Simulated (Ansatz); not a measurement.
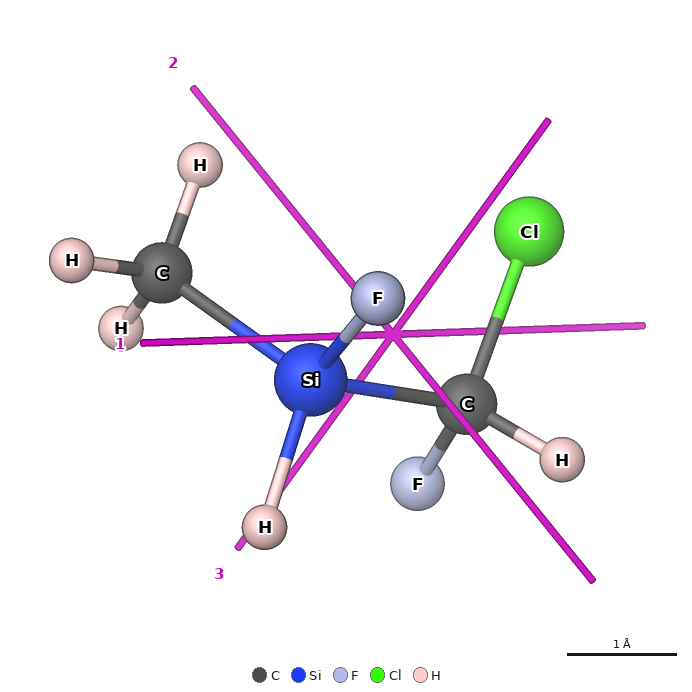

The three principal axes of inertia are drawn and numbered. Depth is shown by fading: the farther an atom, the more it takes the colour of the background. The computed structure is the end point of a PBE0-D4/def2-TZVP optimisation. No frequency run is at hand to confirm it as a minimum. Masses are those of the most abundant isotopes; constants are for the rigid equilibrium geometry.

Which line is the a axis (least moment of inertia), which b and which c?

a is line 1, b is line 3, c is line 2; the moments are 178, 315, 359 u Å².

Classify the rotor and give the rotational constants (GHz).

An asymmetric top (C1): A = 2.84, B = 1.60, C = 1.41 GHz. Ray's parameter κ is −0.72, nearer the prolate limit.
